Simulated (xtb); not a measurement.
## Run report: CH₇NOSn, geometry relaxation (part 5 of 5)

Continued. System: CH₇NOSn, SMILES C[O][SnH2][NH2]. Method: GFN2-xTB (xtb 6.7.1). The geometry: force field.

Geometry of the input (Å):
```
C  -0.4400  1.6727  0.2365
O  -1.1537  0.6220  0.7997
Sn 0.0131  -0.9572  0.6033
N  0.1676  -1.5511  -1.3561
H  -0.3015  1.5349  -0.8750
H  -1.1346  2.6303  0.3172
H  0.4923  1.9292  0.7597
H  -0.5245  -2.2484  1.6033
H  1.6681  -0.5211  1.1782
H  0.7432  -2.3785  -1.3758
H  0.5355  -0.7897  -1.8705
```

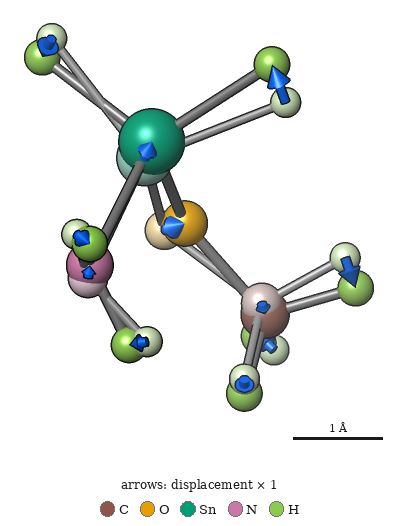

**Figure 1.** Start (faint) and end (solid) with the displacements as blue arrows, at true length (ball-and-stick view, seen at a tilt). The two geometries are laid on each other by the best rigid fit. H9 moves most after the best rigid fit: 0.48 Å. Largest moves by element: H 0.48 Å, O 0.36 Å, Sn 0.27 Å, C 0.15 Å, N 0.15 Å. Among the contacts that change: Sn3–H9 1.805 → 1.706 Å, C1–H6 1.186 → 1.090 Å, Sn3–H8 1.719 → 1.651 Å, Sn3–N4 2.053 → 2.013 Å. Among the angles that change: C1–O2–Sn3 105.1° → 128.1°, O2–Sn3–H8 111.0° → 98.9°, Sn3–N4–H10 107.4° → 116.3°. The energy falls by 12.4 kcal/mol in 16 geometry steps. (Atoms are counted from 1 in the order of the input.)

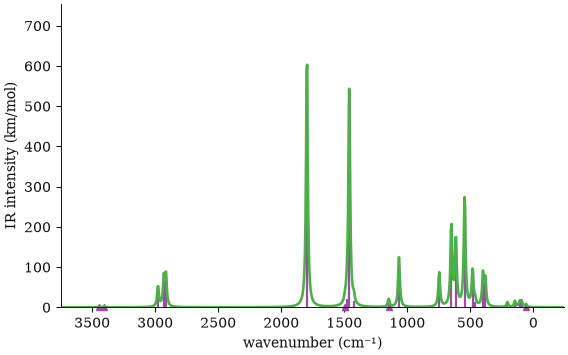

**Figure 2.** Harmonic infrared spectrum, unscaled: sticks (degenerate modes added up, dark ones marked on the axis) with a Lorentzian envelope of 16 cm⁻¹ full width, scaled to the tallest stick. 27 modes from 59 to 3446 cm⁻¹, none imaginary. The strongest line is at 1797 cm⁻¹ (603 km/mol).

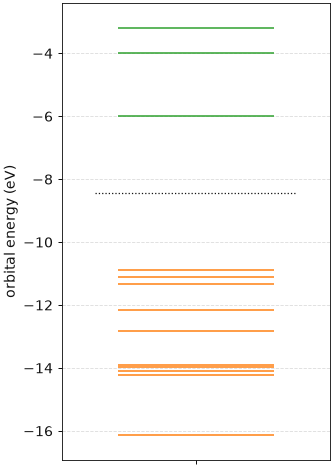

**Figure 3.** Orbital energies near the frontier; the dotted line parts filled from empty levels, and levels within 0.02 eV of each other stand side by side. Highest filled −10.88 eV, lowest empty −5.98 eV, 4.90 eV apart.

### Key numbers

| quantity | value |
| --- | --- |
| outcome | converged |
| electrons treated | 26 |
| total energy | −14.747442 hartree |
| dispersion energy | −0.005503 hartree |
| basis functions | 29 |
| HOMO | −10.88 eV |
| LUMO | −5.98 eV |
| zero-point energy | 0.075360 hartree |
| dipole moment | 3.02 D |
| wavenumbers, lowest and highest | 59 and 3446 cm⁻¹ |
| peak memory | 0.075 GiB |
